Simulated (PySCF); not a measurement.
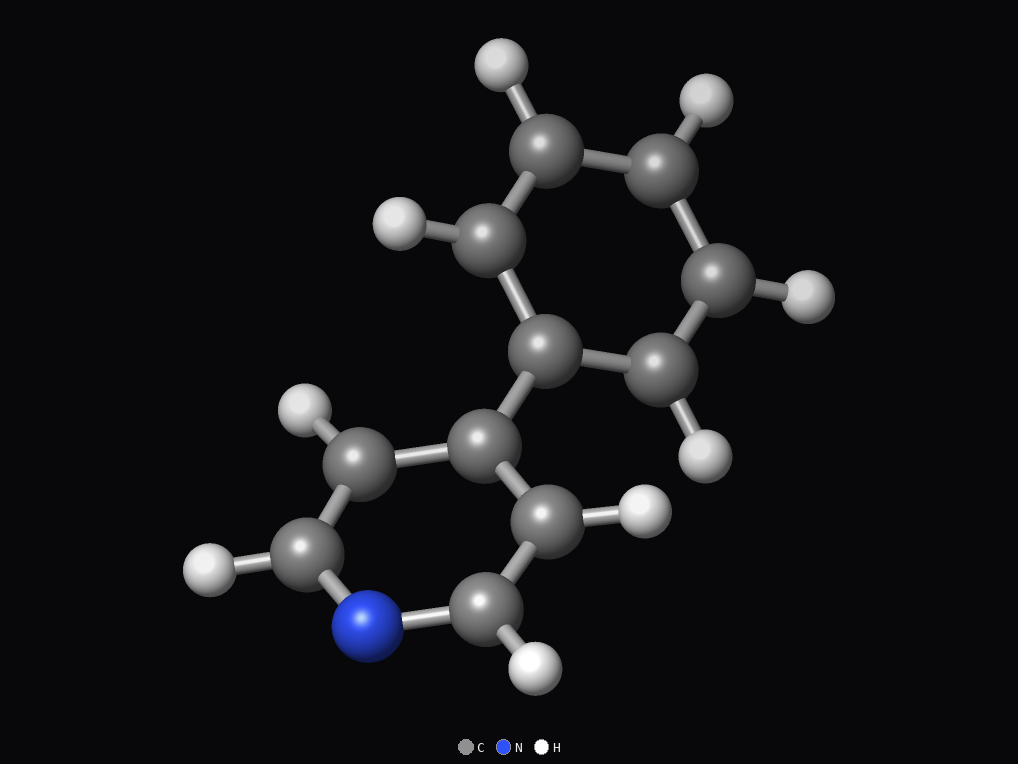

A ball-and-stick model of a molecule.

Description:

The molecule is C11H9N. As SMILES it reads `c1ccc(-c2ccncc2)cc1`. Independent rings (smallest set): 2 of 6 members, 2 of them aromatic. The point group is C2. Coordination: 11 C trigonal planar; 1 N bent.

More results for the same structure follow; atom numbers are the same in all pictures, views and colours differ. The computed structure is the end point of a PBE0-D3(BJ)/def2-SVP optimisation. No frequency run is at hand to confirm it as a minimum.

## Shape

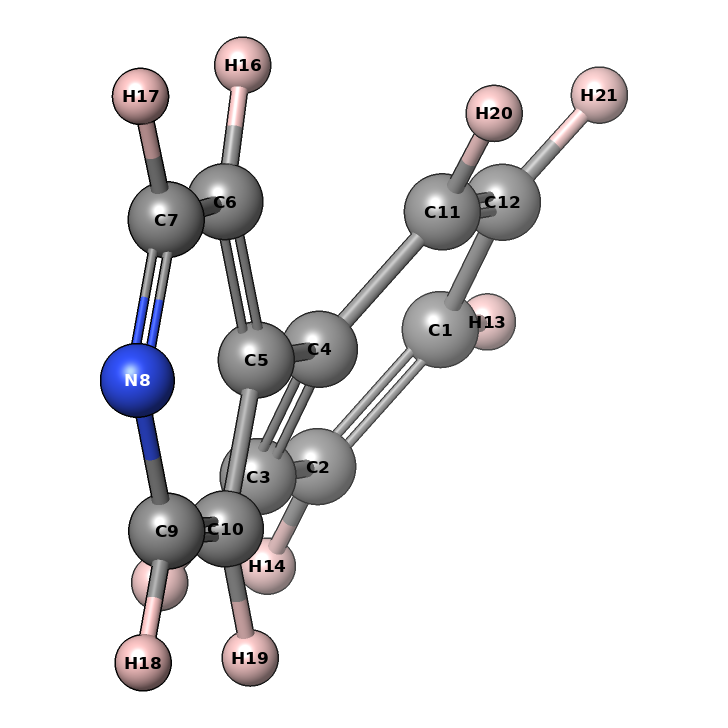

C4 lies behind C5. The molecule seen a little off the C5–C4 bond, C5 in front. Depth is shown by fading: the farther an atom, the more it takes the colour of the background. No frequency run is at hand to confirm it as a minimum.

Question: What is the torsion angle C6–C5–C4–C3? The sign is positive where the front bond must turn clockwise to cover the back bond.

Answer: −144°, anticlinal.

## Levels of theory compared

No frequency run is at hand to confirm it as a minimum. Program: PySCF 2.14.0.

Tabulate dipole (D) at these levels: PBE0/pcSseg-1 in chloroform (IEF-PCM); PBE0/pcSseg-1 in dichloromethane (IEF-PCM); WP04/pcSseg-1 in chloroform (IEF-PCM); ωB97X-D/pcSseg-1 in chloroform (IEF-PCM).

| level | dipole (D) |
| --- | --- |
| PBE0/pcSseg-1 in chloroform (IEF-PCM) | 3.45 |
| PBE0/pcSseg-1 in dichloromethane (IEF-PCM) | 3.59 |
| WP04/pcSseg-1 in chloroform (IEF-PCM) | 3.53 |
| ωB97X-D/pcSseg-1 in chloroform (IEF-PCM) | 3.45 |

## Bond orders

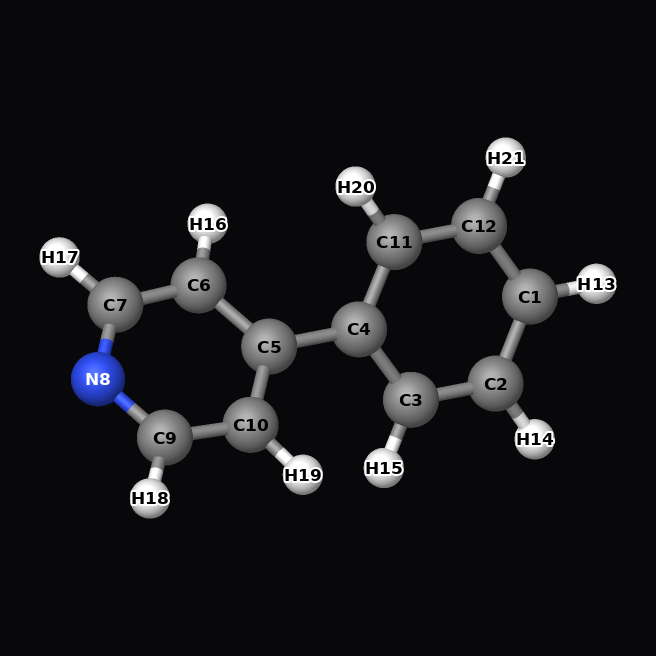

Every bond is drawn as one stick. No frequency run is at hand to confirm it as a minimum. Computed with PBE0/pcSseg-1 in chloroform (IEF-PCM) (PySCF 2.14.0).

List the Mayer bond orders of C1–C2, C1–H13, C4–C5, C3–C4, C5–C6, C7–N8, C6–C7, C7–H17, C6–H16, C2–C3, C3–H15, C2–H14 (one bond of each equivalent set).

```
  bond  Mayer order  length (Å)
 C1–C2         1.42       1.394
C1–H13         0.97       1.092
 C4–C5         1.06       1.479
 C3–C4         1.40       1.402
 C5–C6         1.38       1.401
 C7–N8         1.46       1.331
 C6–C7         1.42       1.393
C7–H17         0.96       1.096
C6–H16         0.96       1.092
 C2–C3         1.45       1.392
C3–H15         0.97       1.092
C2–H14         0.96       1.093
```

## Quadrupole coupling

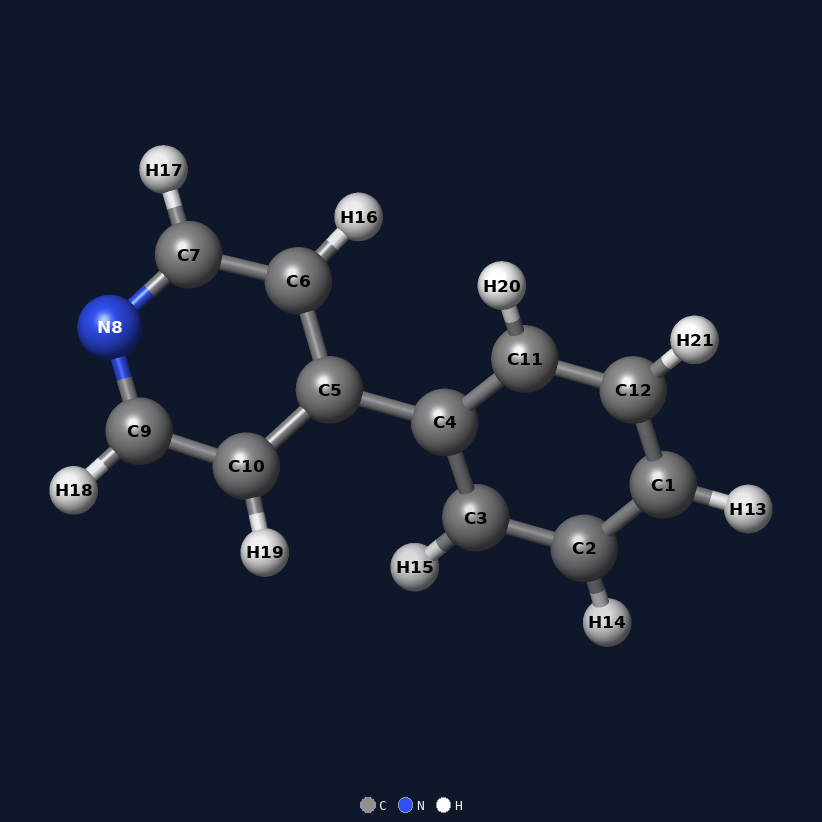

No frequency run is at hand to confirm it as a minimum. Electric field gradients from the ground-state density, PBE0/pcSseg-1 in chloroform (IEF-PCM) (PySCF 2.14.0), non-relativistic apart from any core potentials.

Give the largest field-gradient component, the quadrupole coupling constant and the asymmetry for 14N at N8 (Q = 20.44 mb), 2H at H13 (Q = 2.86 mb), 2H at H14 (Q = 2.86 mb).

```
atom  V_zz (a.u.)  e²qQ/h (MHz)     η
  N8       −1.089         −5.23  0.34
 H13        0.301         0.203  0.07
 H14        0.301         0.202  0.07
```

## NMR shielding

The questions are on isotropic NMR shieldings of the H atoms. No frequency run is at hand to confirm it as a minimum. Method: GIAO PBE0/pcSseg-1 NMR shielding, non-relativistic, IEF-PCM dichloromethane (PySCF 2.14.0).

Question: Which H atom is the most shielded (lowest chemical shift)?

Answer: H16, H19 (23.55 to 23.56 ppm).

Question: Which H atom is the least shielded (highest chemical shift)?

Answer: H17, H18 (22.36 ppm).

Question: How wide is the range of H shifts?

Answer: 1.20 ppm.

Give the isotropic NMR shieldings of the H atoms atom by atom.

```csv
atom,σ (ppm)
H13,23.45
H14,23.40
H15,23.30
H16,23.55
H17,22.36
H18,22.36
H19,23.56
H20,23.31
H21,23.40
```
